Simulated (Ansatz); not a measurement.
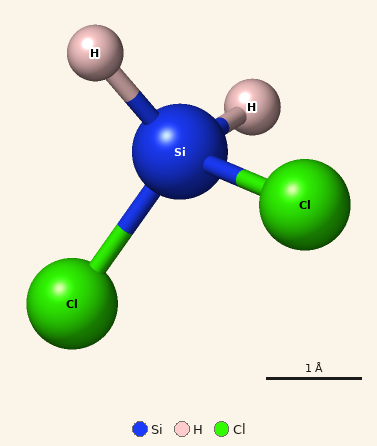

Fig. 1: The input geometry (ball-and-stick view, seen at a tilt). Bond lengths as drawn: Cl–Si 2.06 Å and H–Si 1.48 Å.

**SiH₂Cl₂: nudged elastic band**

- system: SiH₂Cl₂
- method: RKS PBE0-D4/def2-SVP (Ansatz 0.2.0)

One setting was made poor on purpose. It belongs to a series of runs on one base structure; here: band between the two ends.

**The program's output**
```
Engine: ansatz 0.2.0, aarch64-unknown-linux-gnu
Functional definition: PBE0
  parameter a = 0.25
  parameter kappa = 0.804
  parameter beta = 0.06672455060314922
  exchange = (1 - a)*pbe_x(kappa = kappa, mu = beta*pi^2/3) + a*exact_x
  correlation = pbe_c(beta = beta)
629 factors; integrals over basis functions are off by at most 1.5e-4 eV
mean field evaluation 1: about -32935.7840 eV, gradient 1.1e1 eV
mean field evaluation 2: about -32935.8763 eV, gradient 8.7e0 eV
mean field evaluation 4: about -32936.0664 eV, gradient 2.1e-1 eV
mean field evaluation 8: about -32936.0674 eV, gradient 5.7e-3 eV
mean field -32936.06736426 eV, -1210.3781507684 hartree, gradient 2.5e-5 eV, S^2 0.000000; 0 other end points of the search recorded, 0 dependent functions left out
the calculation of the forces begins
reference -32936.06738336 eV, -1210.3781514701 hartree; 25, 25 occupied and 39, 39 virtual orbitals, 629 factors
631 factors; integrals over basis functions are off by at most 1.1e-3 eV
mean field evaluation 16: about -32933.3270 eV, gradient 1.7e0 eV
mean field -32933.33790673 eV, -1210.2778450542 hartree, gradient 4.7e-5 eV, S^2 0.000000; 0 other end points of the search recorded, 0 dependent functions left out
the calculation of the forces begins
reference -32933.33792772 eV, -1210.2778458254 hartree; 25, 25 occupied and 39, 39 virtual orbitals, 631 factors
NEB end point (image 0): max|allowed force component| = 1.287e-2 eV/Å (the criterion of neb.relax_end_points is 1.000e-2)
NEB end point (image 2): max|allowed force component| = 7.573e-3 eV/Å (the criterion of neb.relax_end_points is 1.000e-2)
629 factors; integrals over basis functions are off by at most 9.7e-4 eV
mean field evaluation 32: about -32933.1470 eV, gradient 2.1e-1 eV
mean field -32933.14832186 eV, -1210.2708779386 hartree, gradient 3.3e-5 eV, S^2 0.000000; 0 other end points of the search recorded, 0 dependent functions left out
the calculation of the forces begins
reference -32933.14834188 eV, -1210.2708786743 hartree; 25, 25 occupied and 39, 39 virtual orbitals, 629 factors
NEB iter   1: max|band force component| = 4.483e0 eV/Å  barrier→ = 2.9224 eV  barrier← = 0.1962 eV  Δτ_max = 0.1828 Å  (68 SCF iters)
these checks for a lower state are left out or cut short: starts, cluster_reference, orbital_swaps, neighbouring_geometries, increment
629 factors; integrals over basis functions are off by at most 9.0e-4 eV
mean field -32933.40260885 eV, -1210.2802228130 hartree, gradient 2.1e-5 eV, S^2 0.000000; 0 other end points of the search recorded, 0 dependent functions left out
the calculation of the forces begins
reference -32933.40262863 eV, -1210.2802235399 hartree; 25, 25 occupied and 39, 39 virtual orbitals, 629 factors
NEB iter   2: max|band force component| = 3.771e0 eV/Å  barrier→ = 2.7262 eV  barrier← = 0.0000 eV  Δτ_max = 0.1894 Å  (26 SCF iters)
these checks for a lower state are left out or cut short: starts, cluster_reference, orbital_swaps, neighbouring_geometries, increment
629 factors; integrals over basis functions are off by at most 8.1e-4 eV
mean field -32933.16260874 eV, -1210.2714029717 hartree, gradient 2.3e-5 eV, S^2 0.000000; 0 other end points of the search recorded, 0 dependent functions left out
the calculation of the forces begins
reference -32933.16262846 eV, -1210.2714036964 hartree; 25, 25 occupied and 39, 39 virtual orbitals, 629 factors
NEB iter   3: max|band force component| = 1.321e0 eV/Å  barrier→ = 2.9000 eV  barrier← = 0.1738 eV  Δτ_max = 0.0969 Å  (27 SCF iters)
these checks for a lower state are left out or cut short: starts, cluster_reference, orbital_swaps, neighbouring_geometries, increment
630 factors; integrals over basis functions are off by at most 9.2e-4 eV
mean field -32933.02297456 eV, -1210.2662715105 hartree, gradient 2.0e-5 eV, S^2 0.000000; 0 other end points of the search recorded, 0 dependent functions left out
the calculation of the forces begins
reference -32933.02299424 eV, -1210.2662722336 hartree; 25, 25 occupied and 39, 39 virtual orbitals, 630 factors
NEB iter   4: max|band force component| = 5.670e-1 eV/Å  barrier→ = 3.0397 eV  barrier← = 0.3135 eV  Δτ_max = 0.0459 Å  (27 SCF iters)
these checks for a lower state are left out or cut short: starts, cluster_reference, orbital_swaps, neighbouring_geometries, increment
630 factors; integrals over basis functions are off by at most 1.0e-3 eV
mean field evaluation 64: about -32933.0579 eV, gradient 4.6e-2 eV
mean field -32933.05960201 eV, -1210.2676175444 hartree, gradient 2.2e-5 eV, S^2 0.000000; 0 other end points of the search recorded, 0 dependent functions left out
the calculation of the forces begins
reference -32933.05962166 eV, -1210.2676182663 hartree; 25, 25 occupied and 39, 39 virtual orbitals, 630 factors
NEB iter   5: max|band force component| = 1.960e0 eV/Å  barrier→ = 3.0042 eV  barrier← = 0.2780 eV  CI = image 1  Δτ_max = 0.2000 Å  (26 SCF iters)
these checks for a lower state are left out or cut short: starts, cluster_reference, orbital_swaps, neighbouring_geometries, increment
630 factors; integrals over basis functions are off by at most 1.4e-3 eV
mean field -32933.03873273 eV, -1210.2668506124 hartree, gradient 5.3e-5 eV, S^2 0.000000; 0 other end points of the search recorded, 0 dependent functions left out
the calculation of the forces begins
reference -32933.03875215 eV, -1210.2668513259 hartree; 25, 25 occupied and 39, 39 virtual orbitals, 630 factors
NEB iter   6: max|band force component| = 1.164e0 eV/Å  barrier→ = 3.0258 eV  barrier← = 0.2996 eV  CI = image 1  Δτ_max = 0.0823 Å  (29 SCF iters)
these checks for a lower state are left out or cut short: starts, cluster_reference, orbital_swaps, neighbouring_geometries, increment
630 factors; integrals over basis functions are off by at most 1.5e-3 eV
mean field -32933.06874275 eV, -1210.2679534602 hartree, gradient 1.9e-5 eV, S^2 0.000000; 0 other end points of the search recorded, 0 dependent functions left out
the calculation of the forces begins
reference -32933.06876213 eV, -1210.2679541725 hartree; 25, 25 occupied and 39, 39 virtual orbitals, 630 factors
NEB iter   7: max|band force component| = 5.242e-1 eV/Å  barrier→ = 2.9949 eV  barrier← = 0.2687 eV  CI = image 1  Δτ_max = 0.0312 Å  (27 SCF iters)
these checks for a lower state are left out or cut short: starts, cluster_reference, orbital_swaps, neighbouring_geometries, increment
631 factors; integrals over basis functions are off by at most 7.0e-4 eV
mean field -32933.06831625 eV, -1210.2679377866 hartree, gradient 7.0e-5 eV, S^2 0.000000; 0 other end points of the search recorded, 0 dependent functions left out
the calculation of the forces begins
reference -32933.06833561 eV, -1210.2679384982 hartree; 25, 25 occupied and 39, 39 virtual orbitals, 631 factors
NEB iter   8: max|band force component| = 2.535e-1 eV/Å  barrier→ = 2.9946 eV  barrier← = 0.2684 eV  CI = image 1  Δτ_max = 0.0117 Å  (23 SCF iters)
these checks for a lower state are left out or cut short: starts, cluster_reference, orbital_swaps, neighbouring_geometries, increment
631 factors; integrals over basis functions are off by at most 7.1e-4 eV
mean field -32933.06930865 eV, -1210.2679742566 hartree, gradient 7.0e-5 eV, S^2 0.000000; 0 other end points of the search recorded, 0 dependent functions left out
the calculation of the forces begins
reference -32933.06932803 eV, -1210.2679749689 hartree; 25, 25 occupied and 39, 39 virtual orbitals, 631 factors
NEB iter   9: max|band force component| = 1.080e-1 eV/Å  barrier→ = 2.9935 eV  barrier← = 0.2674 eV  CI = image 1  Δτ_max = 0.0095 Å  (23 SCF iters)
these checks for a lower state are left out or cut short: starts, cluster_reference, orbital_swaps, neighbouring_geometries, increment
631 factors; integrals over basis functions are off by at most 7.1e-4 eV
mean field evaluation 96: about -32933.0701 eV, gradient 3.3e-4 eV
mean field -32933.07014577 eV, -1210.2680050204 hartree, gradient 1.5e-5 eV, S^2 0.000000; 0 other end points of the search recorded, 0 dependent functions left out
the calculation of the forces begins
reference -32933.07016515 eV, -1210.2680057326 hartree; 25, 25 occupied and 39, 39 virtual orbitals, 631 factors
631 factors; integrals over basis functions are off by at most 7.1e-4 eV
mean field -32933.07014577 eV, -1210.2680050204 hartree, gradient 1.5e-5 eV, S^2 0.000000; 1 other end points of the search recorded, 0 dependent functions left out
the calculation of the forces begins
reference -32933.07016515 eV, -1210.2680057326 hartree; 25, 25 occupied and 39, 39 virtual orbitals, 631 factors
NEB iter  10: max|band force component| = 3.935e-2 eV/Å  barrier→ = 2.9928 eV  barrier← = 0.2666 eV  CI = image 1  Δτ_max = 0.0000 Å  (46 SCF iters)
```

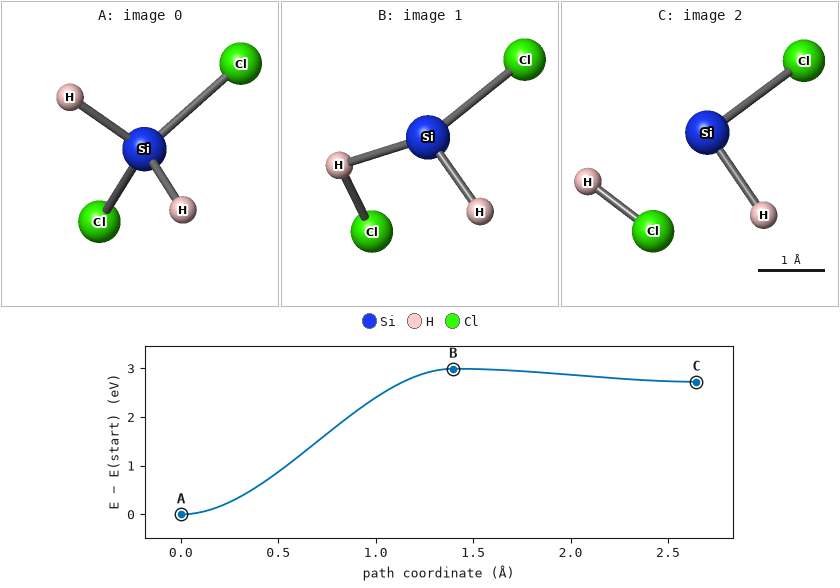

Fig. 2: Images of the last band (counted from 0; ball-and-stick, seen at a tilt) above the energy along the path; the line is a cubic interpolation that uses the forces. The highest image is number 1, 2.993 eV above the start and 0.267 eV above the end (the climbing image); the end lies 2.726 eV above the start. The path is 2.65 Å long. The band converged in 10 iterations.

```
Total energy: -32933.17755713 eV, -1210.2719523151 hartree
Atom 0 at    -0.442913     0.019976     0.360156 Å, force     0.016494     0.031351    -0.015399 eV/Å
Atom 1 at     0.898717    -0.037357     1.410993 Å, force    -0.015844    -0.006277    -0.017765 eV/Å
Atom 2 at     2.124830     0.001803     0.537311 Å, force    -0.009331     0.016059    -0.000613 eV/Å
Atom 3 at    -0.469231     1.128149    -0.663867 Å, force     0.017571    -0.037240     0.033893 eV/Å
Atom 4 at    -0.875206    -1.659273    -0.769691 Å, force    -0.008890    -0.003894    -0.000116 eV/Å
Dipole moment:    -0.199882     0.194747     0.125234 e Å
this run last wrote the band of iteration 10 to [file]
```

**The last band as extended XYZ (Å, eV, eV/Å)**
```
5
Properties=species:S:1:pos:R:3:forces:R:3 image=0 energy=-32936.17029
Si    0.1775   -0.0070    0.2449   -0.0033  -0.0059   0.0090
H    -0.0636   -0.0295    1.7089   -0.0006   0.0012  -0.0129
Cl    2.2064   -0.0368   -0.0842   -0.0052   0.0003  -0.0023
H    -0.3912    1.1989   -0.4056    0.0039  -0.0016   0.0027
Cl   -0.6929   -1.6723   -0.5892    0.0052   0.0058   0.0034
5
Properties=species:S:1:pos:R:3:forces:R:3 image=1 energy=-32933.17754
Si   -0.4429    0.0200    0.3602    0.0165   0.0314  -0.0154
H     0.8987   -0.0374    1.4110   -0.0158  -0.0063  -0.0178
Cl    2.1248    0.0018    0.5373   -0.0093   0.0161  -0.0006
H    -0.4692    1.1281   -0.6639    0.0176  -0.0372   0.0339
Cl   -0.8752   -1.6593   -0.7697   -0.0089  -0.0039  -0.0001
5
Properties=species:S:1:pos:R:3:forces:R:3 image=2 energy=-32933.44410
Si   -0.8919    0.2485    0.0282   -0.0073   0.0013   0.0064
H     1.5084   -0.3047    2.0396   -0.0033  -0.0044   0.0074
Cl    1.7445    0.1403    0.8525    0.0063   0.0035  -0.0076
H    -0.2313    1.0084   -1.1297    0.0027   0.0028  -0.0056
Cl   -0.8934   -1.6392   -0.9156    0.0015  -0.0031  -0.0006
```

The run was set up as follows.

**Input file**
```yaml
crystal:
  periodic: [false, false, false]
  atoms:
    - { symbol: Si, position_ang: [0.177483, -0.006961, 0.244885] }
    - { symbol: H, position_ang: [-0.063568, -0.029493, 1.708923] }
    - { symbol: Cl, position_ang: [2.206381, -0.036794, -0.084156] }
    - { symbol: H, position_ang: [-0.391245, 1.198867, -0.405594] }
    - { symbol: Cl, position_ang: [-0.692852, -1.67232, -0.589156] }
basis:
  gaussian: { orbitals: def2-SVP }
hamiltonian:
  xc: pbe0
  dispersion: d4
neb:
  order_check: false
  images: 1
  f_tol: 0.05
  max_iterations: 60
  climbing: true
  final_atoms:
    - { symbol: Si, position_ang: [-0.89190061, 0.24852893, 0.02819704] }
    - { symbol: H, position_ang: [1.50836051, -0.30465528, 2.03957534] }
    - { symbol: Cl, position_ang: [1.74445234, 0.14028303, 0.85246941] }
    - { symbol: H, position_ang: [-0.23133336, 1.00836975, -1.12969044] }
    - { symbol: Cl, position_ang: [-0.89337988, -1.63922744, -0.91564935] }
  initial_path:
    images:
      - { positions_ang: [[0.177483, -0.006961, 0.244885], [-0.063568, -0.029493, 1.708923], [2.206381, -0.036794, -0.084156], [-0.391245, 1.198867, -0.405594], [-0.692852, -1.67232, -0.589156]] }
      - { positions_ang: [[0.00018634, -0.00022415, -0.0004024], [0.65994083, -3.839e-05, 1.52278972], [2.26379237, 0.00224088, 0.5520805], [-0.68804664, 1.19055206, -0.4873758], [-0.99967389, -1.7392314, -0.71219002]] }
      - { positions_ang: [[-0.89190061, 0.24852893, 0.02819704], [1.50836051, -0.30465528, 2.03957534], [1.74445234, 0.14028303, 0.85246941], [-0.23133336, 1.00836975, -1.12969044], [-0.89337988, -1.63922744, -0.91564935]] }
```

Launch command:
```bash
ansatz run input.yaml --threads 1 --pin off --max-ram 2048MiB --backend cpu --events-out ev --progress --plain --runs-dir out
```

**Key numbers**

- outcome: converged
- barrier, forward: 2.993 eV
- barrier, backward: 0.267 eV
- hardware: 1 thread of Arm Neoverse V2, 24 GiB of memory available, shared host
- wall time: 20 s
- peak memory: 0.12 GiB

A deliberately poor setting: few images. The order of the saddle point was not checked.
